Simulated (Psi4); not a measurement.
# One shape, several levels: doublet [S2F2]+

Wanted: a comparison of 6 runs (UHF/STO-3G, UHF/3-21G, UB3LYP/6-31G*, U-wB97X-V/6-311+G**, UHSE06/6-311+G**, UTPSSh/6-311+G**) of doublet [S2F2]+. 

The results are computed with Psi4 1.11.

### Step 1. The molecule

The species is [S2F2]+ (4 atoms), meant as a doublet with charge +1. As SMILES of the parent species, `FSSF`. The shape is that of a PBE0-D4/def2-TZVP optimisation. That shape belongs to the parent species and isn't relaxed for this state.

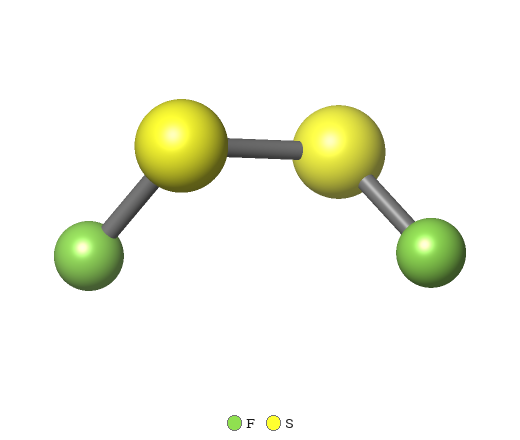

Viewed from a chosen angle; fluorine green, sulfur yellow.

### Step 2. Energy and gradient at UHF/STO-3G (run 1)

Contents of f2s2.xyz:

```xyz
4
F2S2
F     -1.783750    -0.199930    -0.621590
S     -0.467670     0.764150    -0.632370
S      1.044990    -0.276390    -0.184720
F      1.206410    -0.287820     1.438680
```

Contents of run.py:

```python
import psi4

psi4.set_memory('1600 MB')
psi4.set_num_threads(1)
psi4.set_output_file('run.log', False)

with open('f2s2.xyz') as f:
    atoms = ''.join(f.readlines()[2:])
m = psi4.geometry('1 2\n' + atoms + 'symmetry c1\nno_reorient\nno_com')

psi4.set_options({
    'reference': 'uhf',
    'puream': True,
    'e_convergence': 1e-09,
    'd_convergence': 1e-08,
    'scf_type': 'pk',
    'maxiter': 100,
})

result, w = psi4.gradient("hf/STO-3G", return_wfn=True)
psi4.oeprop(w, "DIPOLE", "MULLIKEN_CHARGES", "MAYER_INDICES")
print('gradient / Eh bohr^-1')
print(result.np.round(6))
print(f'energy = {w.energy():.10f} Eh')
```

On the command line:

```sh
$ python run.py
```

run.log:

```text
[...]
  Running in c1 symmetry.
[...]
  Nuclear repulsion =  230.128319113788450
[...]
  Multiplicity = 2
[...]
  Nalpha       = 25
  Nbeta        = 24
[...]
    Number of basis functions: 28
[...]
   @UHF iter   1:  -981.90136516575922   -9.53842e-01   1.28022e-02 DIIS/ADIIS
[...]
   @UHF iter  24:  -982.06314348019146   -1.93268e-12   9.82627e-09 DIIS
[...]
   @S^2 Observed:                7.947316746E-01
[...]
    Orbital Energies [Eh]
    ---------------------
    Alpha Occupied:
       1A    -91.250558     2A    -91.250469     3A    -26.299933
       4A    -26.299930     5A     -9.136889     6A     -9.134882
       7A     -6.774279     8A     -6.773919     9A     -6.763907
      10A     -6.763650    11A     -6.761011    12A     -6.759697
      13A     -1.820171    14A     -1.814299    15A     -1.358318
      16A     -1.091539    17A     -0.894050    18A     -0.864595
      19A     -0.856897    20A     -0.825395    21A     -0.810517
      22A     -0.789458    23A     -0.680705    24A     -0.645232
      25A     -0.627137
    Alpha Virtual:
[...]
  @UHF Final Energy:  -982.06314348019146
   => Energetics <=
    Nuclear Repulsion Energy =            230.1283191137884501
    One-Electron Energy =               -1811.4336147694289139
    Two-Electron Energy =                 599.2421521754490641
    Total Energy =                       -982.0631434801914565
  UHF NO Occupations:
  HONO-2 :   23  A 1.9945621
  HONO-1 :   24  A 1.9872763
[...]
  -Total Gradient:
     Atom            X                  Y                   Z
    ------   -----------------  -----------------  -----------------
       1        0.008938981992     0.008301084989    -0.018509954812
       2        0.087433812119    -0.074857050118     0.046873681744
       3       -0.110113399339     0.055695578353    -0.014769625382
       4        0.013740605230     0.010860386784    -0.013594101554
[...]
 Multipole Moments:
 ------------------------------------------------------------------------------------
     Multipole            Electronic (a.u.)      Nuclear  (a.u.)        Total (a.u.)
 ------------------------------------------------------------------------------------
 L = 1.  Multiply by 2.5417464519 to convert [e a0] to [Debye]
 Dipole X            :         -7.3797016            7.6364967            0.2567950
 Dipole Y            :         -6.2353266            6.4522998            0.2169731
 Dipole Z            :         10.4450700          -10.8085342           -0.3634643
 Magnitude           :                                                    0.4951033
[...]
  Mulliken Charges: (a.u.)
   Center  Symbol    Alpha    Beta     Spin     Total
       1     F     4.59356  4.44925  0.14430 -0.04281
       2     S     7.90645  7.55074  0.35570  0.54281
       3     S     7.90644  7.55075  0.35570  0.54281
       4     F     4.59356  4.44926  0.14430 -0.04281
   Total alpha = 25.00000, Total beta = 24.00000, Total charge =  1.00000
  Mayer Bond Indices:
  Total Bond Index:
  Irrep: 1 Size: 4 x 4
[...]
```

Standard output:

```text
gradient / Eh bohr^-1
[[ 0.008939  0.008301 -0.01851 ]
 [ 0.087434 -0.074857  0.046874]
 [-0.110113  0.055696 -0.01477 ]
 [ 0.013741  0.01086  -0.013594]]
energy = -982.0631434802 Eh
```

It took 2.4 s on 1 thread of Intel Xeon Platinum 8259CL at 2.50GHz (Skylake/Cascade Lake), shared host; peak memory 0.18 GiB.

### Step 3. A single-point energy at UHF/3-21G (run 2)

Contents of f2s2.dat:

```
memory 1.6 GB

molecule {
  1 2
  F
  S 1 R2
  S 2 R3 1 A3
  F 3 R4 2 A4 1 D4

  R2 = 1.631451
  R3 = 1.889776
  A3 = 108.58854
  R4 = 1.631446
  A4 = 108.58841
  D4 = -87.92605
  symmetry c1
  no_reorient
  no_com
}

set {
  reference uhf
  puream true
  e_convergence 1e-09
  d_convergence 1e-08
  scf_type pk
  maxiter 100
}

result, w = energy("scf/3-21G", return_wfn=True)
```

On the command line:

```sh
$ psi4 -i f2s2.dat -o f2s2.out -n 1
```

f2s2.out:

```text
[...]
  Running in c1 symmetry.
[...]
  Nuclear repulsion =  230.128325719284419
[...]
  Multiplicity = 2
[...]
  Nalpha       = 25
  Nbeta        = 24
[...]
    Number of basis functions: 44
[...]
   @UHF iter   1:  -988.24160209423053    3.10822e-01   9.78114e-03 DIIS/ADIIS
[...]
   @UHF iter  26:  -988.38341189449329   -4.54747e-13   6.10921e-09 DIIS
[...]
   @S^2 Observed:                7.939963799E-01
[...]
    Orbital Energies [Eh]
    ---------------------
    Alpha Occupied:
       1A    -91.752020     2A    -91.751438     3A    -26.478294
       4A    -26.478228     5A     -9.354686     6A     -9.352658
       7A     -7.033272     8A     -7.033238     9A     -7.022080
      10A     -7.021912    11A     -7.019829    12A     -7.019551
      13A     -1.896720    14A     -1.889801    15A     -1.470136
      16A     -1.193917    17A     -1.004500    18A     -0.977874
      19A     -0.972290    20A     -0.944553    21A     -0.935361
      22A     -0.901091    23A     -0.783628    24A     -0.750904
      25A     -0.736635
    Alpha Virtual:
[...]
  @UHF Final Energy:  -988.38341189449329
   => Energetics <=
    Nuclear Repulsion Energy =            230.1283257192844189
    One-Electron Energy =               -1814.7085565260067597
    Two-Electron Energy =                 596.1968189122289914
    Total Energy =                       -988.3834118944932925
  UHF NO Occupations:
  HONO-2 :   23  A 1.9971250
  HONO-1 :   24  A 1.9828256
[...]
 Multipole Moments:
 ------------------------------------------------------------------------------------
     Multipole            Electronic (a.u.)      Nuclear  (a.u.)        Total (a.u.)
 ------------------------------------------------------------------------------------
 L = 1.  Multiply by 2.5417464519 to convert [e a0] to [Debye]
 Dipole X            :         -0.3676572            0.9296222            0.5619650
 Dipole Y            :         -0.1215151            0.3072587            0.1857435
 Dipole Z            :         -0.3613256            0.9136147            0.5522891
 Magnitude           :                                                    0.8095237
[...]
```

Run time: 2.4 s. Hardware: 1 thread of Intel Xeon Platinum 8259CL at 2.50GHz (Skylake/Cascade Lake), shared host; peak memory 0.18 GiB.

### Step 4. Energy and gradient at UB3LYP/6-31G(d) (spherical functions) (run 3)

f2s2.xyz is that of step 2.

Contents of job.py:

```python
import psi4

psi4.set_memory('1600 MB')
psi4.set_num_threads(1)
psi4.core.set_output_file('f2s2.out', False)

with open('f2s2.xyz') as f:
    atoms = ''.join(f.readlines()[2:])
m = psi4.geometry('1 2\n' + atoms + 'symmetry c1')

options = {'basis': '6-31G*', 'reference': 'uks', 'puream': True, 'e_convergence': 1e-09, 'd_convergence': 1e-08, 'scf_type': 'pk', 'dft_radial_points': 99, 'dft_spherical_points': 590, 'maxiter': 100}
psi4.set_options(options)

energy_value, wavefunction = psi4.gradient("b3lyp", molecule=m, return_wfn=True)
psi4.oeprop(wavefunction, "LOWDIN_CHARGES", "DIPOLE", "QUADRUPOLE", title="B3LYP")
print('gradient / Eh bohr^-1')
print(energy_value.np.round(6))
print(f'energy = {wavefunction.energy():.10f} Eh')
```

On the command line:

```sh
$ python job.py
```

f2s2.out:

```text
[...]
  Running in c1 symmetry.
[...]
  Nuclear repulsion =  230.128319113788450
[...]
  Multiplicity = 2
[...]
  Nalpha       = 25
  Nbeta        = 24
[...]
    Number of basis functions: 64
[...]
   @UKS iter   1:  -995.54147893431059    3.98247e-01   6.00494e-03 ADIIS/DIIS
[...]
   @UKS iter  14:  -995.60063522202529   -1.61435e-11   6.98712e-09 DIIS
[...]
   @S^2 Observed:                7.624199076E-01
[...]
    Orbital Energies [Eh]
    ---------------------
    Alpha Occupied:
       1A    -89.276568     2A    -89.276517     3A    -24.995196
       4A    -24.995192     5A     -8.343738     6A     -8.343661
       7A     -6.308812     8A     -6.308449     9A     -6.303059
      10A     -6.302837    11A     -6.300776    12A     -6.300601
      13A     -1.489301    14A     -1.483915    15A     -1.157087
      16A     -0.950467    17A     -0.819868    18A     -0.763698
      19A     -0.752591    20A     -0.726872    21A     -0.720702
      22A     -0.696196    23A     -0.625379    24A     -0.586278
      25A     -0.578665
    Alpha Virtual:
[...]
  @UKS Final Energy:  -995.60063522202529
   => Energetics <=
    Nuclear Repulsion Energy =            230.1283191137884501
    One-Electron Energy =               -1822.0661346915221657
    Two-Electron Energy =                 654.3914051452247804
    DFT Exchange-Correlation Energy =     -58.0542247895162475
    Empirical Dispersion Energy =           0.0000000000000000
    VV10 Nonlocal Energy =                  0.0000000000000000
    Total Energy =                       -995.6006352220252893
[...]
  -Total Gradient:
     Atom            X                  Y                   Z
    ------   -----------------  -----------------  -----------------
       1       -0.008325032939    -0.010587290184    -0.015861376387
       2        0.050541137004    -0.013062933899     0.031558671908
       3       -0.053317082856     0.010717071433    -0.027626613815
       4        0.011111291133     0.012941860101     0.011914729077
[...]
 Multipole Moments:
 ------------------------------------------------------------------------------------
     Multipole            Electronic (a.u.)      Nuclear  (a.u.)        Total (a.u.)
 ------------------------------------------------------------------------------------
 L = 1.  Multiply by 2.5417464519 to convert [e a0] to [Debye]
 Dipole X            :         -0.3077088            0.6946095            0.3869006
 Dipole Y            :         -0.2599725            0.5868381            0.3268656
 Dipole Z            :          0.4355095           -0.9830746           -0.5475650
 Magnitude           :                                                    0.7458959
 L = 2.  Multiply by 1.3450342976 to convert [e a0^2] to [Debye ang]
 Quadrupole XX       :       -242.9161324          222.7712749          -20.1448575
 Quadrupole XY       :         35.7470632          -37.5969738           -1.8499107
[...]
```

On the terminal:

```text
gradient / Eh bohr^-1
[[-0.008325 -0.010587 -0.015861]
 [ 0.050541 -0.013063  0.031559]
 [-0.053317  0.010717 -0.027627]
 [ 0.011111  0.012942  0.011915]]
energy = -995.6006352220 Eh
```

It took 20 s on 1 thread of Intel Xeon Platinum 8259CL at 2.50GHz (Skylake/Cascade Lake), shared host; peak memory 0.56 GiB.

Runs 4 to 5 aren't shown in full; the table further down has their settings and results.

### Step 5. Energy and gradient at UTPSSh/6-311+G(d,p) (run 6)

Contents of run.py:

```python
import psi4

psi4.set_memory(1600000000)
psi4.set_num_threads(1)
psi4.set_output_file('run.log', False)

molecule = psi4.geometry("""
1 2
F     -3.37079897    -0.37781294    -1.17463486
S     -0.88376822     1.44403422    -1.19500611
S      1.97474490    -0.52230140    -0.34907021
F      2.27978449    -0.54390097     2.71871118
units au
symmetry c1
""")

psi4.set_options({
    'basis': '6-311+G**',
    'reference': 'uks',
    'puream': True,
    'e_convergence': 1e-09,
    'd_convergence': 1e-08,
    'scf_type': 'pk',
    'dft_radial_points': 99,
    'dft_spherical_points': 590,
    'maxiter': 100,
})

E, wfn = psi4.gradient('tpssh', molecule=molecule, return_wfn=True)
psi4.oeprop(wfn, 'WIBERG_LOWDIN_INDICES', 'QUADRUPOLE', 'LOWDIN_CHARGES', title='TPSSH')
print('gradient / Eh bohr^-1')
print(E.np.round(6))
print(f'energy = {wfn.energy():.10f} Eh')
```

On the command line:

```sh
$ python run.py
```

run.log:

```text
[...]
  Running in c1 symmetry.
[...]
  Nuclear repulsion =  230.128319418727699
[...]
  Multiplicity = 2
[...]
  Nalpha       = 25
  Nbeta        = 24
[...]
    Number of basis functions: 104
[...]
   @UKS iter   1:  -995.64613596370896    4.33096e-01   5.40575e-03 DIIS/ADIIS
[...]
   @UKS iter  14:  -995.72078976217983   -9.66338e-12   5.49673e-09 DIIS
[...]
   @S^2 Observed:                7.618472879E-01
[...]
    Orbital Energies [Eh]
    ---------------------
    Alpha Occupied:
       1A    -89.127545     2A    -89.127545     3A    -24.904257
       4A    -24.904256     5A     -8.274366     6A     -8.274204
       7A     -6.227077     8A     -6.226696     9A     -6.220455
      10A     -6.220157    11A     -6.217742    12A     -6.217585
      13A     -1.479478    14A     -1.474373    15A     -1.141290
      16A     -0.939295    17A     -0.810930    18A     -0.754520
      19A     -0.742178    20A     -0.715268    21A     -0.709065
      22A     -0.684330    23A     -0.616984    24A     -0.582634
      25A     -0.573493
    Alpha Virtual:
[...]
  @UKS Final Energy:  -995.72078976217983
   => Energetics <=
    Nuclear Repulsion Energy =            230.1283194187276990
    One-Electron Energy =               -1821.8501461382534217
    Two-Electron Energy =                 661.0293791134436105
    DFT Exchange-Correlation Energy =     -65.0283421560976649
    Empirical Dispersion Energy =           0.0000000000000000
    VV10 Nonlocal Energy =                  0.0000000000000000
    Total Energy =                       -995.7207897621798338
[...]
  -Total Gradient:
     Atom            X                  Y                   Z
    ------   -----------------  -----------------  -----------------
       1       -0.002036164986    -0.007139697685    -0.015712570768
       2        0.042118238254    -0.013962284688     0.031414014416
       3       -0.049725225759     0.007534986058    -0.020644989154
       4        0.009660433677     0.013581594647     0.004919089859
[...]
 Multipole Moments:
 ------------------------------------------------------------------------------------
     Multipole            Electronic (a.u.)      Nuclear  (a.u.)        Total (a.u.)
 ------------------------------------------------------------------------------------
 L = 1.  Multiply by 2.5417464519 to convert [e a0] to [Debye]
 Dipole X            :         -0.2558777            0.6946095            0.4387318
 Dipole Y            :         -0.2161822            0.5868381            0.3706559
 Dipole Z            :          0.3621530           -0.9830746           -0.6209216
 Magnitude           :                                                    0.8458221
 L = 2.  Multiply by 1.3450342976 to convert [e a0^2] to [Debye ang]
 Quadrupole XX       :       -243.5045758          222.7712742          -20.7333016
 Quadrupole XY       :         35.4598489          -37.5969738           -2.1371250
[...]
```

On the terminal:

```text
gradient / Eh bohr^-1
[[-0.002036 -0.00714  -0.015713]
 [ 0.042118 -0.013962  0.031414]
 [-0.049725  0.007535 -0.020645]
 [ 0.00966   0.013582  0.004919]]
energy = -995.7207897622 Eh
```

Wall time 73 s (1 thread of Intel Xeon Platinum 8259CL at 2.50GHz (Skylake/Cascade Lake), shared host); peak memory 0.68 GiB.

### Step 6. The series

```csv
run,level,task,integration grid,energy (Eh),HOMO energy (eV),LUMO energy (eV),⟨S²⟩,wall time
1,UHF/STO-3G,gradient,–,-982.063143,-15.33,-6.88,0.795,2.4 s
2,UHF/3-21G,energy,–,-988.383412,-18.28,-10.19,0.794,2.4 s
3,UB3LYP/6-31G* (spherical functions),gradient,99 radial × 590 angular,-995.600635,-15.14,-13.36,0.762,20 s
4,U-wB97X-V/6-311+G**,energy,99 radial × 590 angular,-995.484661,-17.96,-11.41,0.772,98 s
5,UHSE06/6-311+G**,energy,99 radial × 590 angular,-995.274231,-15.34,-13.89,0.766,50 s
6,UTPSSh/6-311+G**,gradient,99 radial × 590 angular,-995.720790,-15.07,-13.94,0.762,73 s
```

### Step 7. Summary of results

```
                                 quantity          value
                      run 6: total energy  -995.72079 Eh
run 6: HOMO energy (highest over α and β)      -15.07 eV
 run 6: LUMO energy (lowest over α and β)      -13.94 eV
                              run 6: ⟨S²⟩          0.762
          run 6: largest force on an atom     2.796 eV/Å
```

In words: Totals of different functionals can't be ranked against each other. In run 1 the basis is minimal, so the values are rough. All runs together took 4.1 min, the longest 98 s.
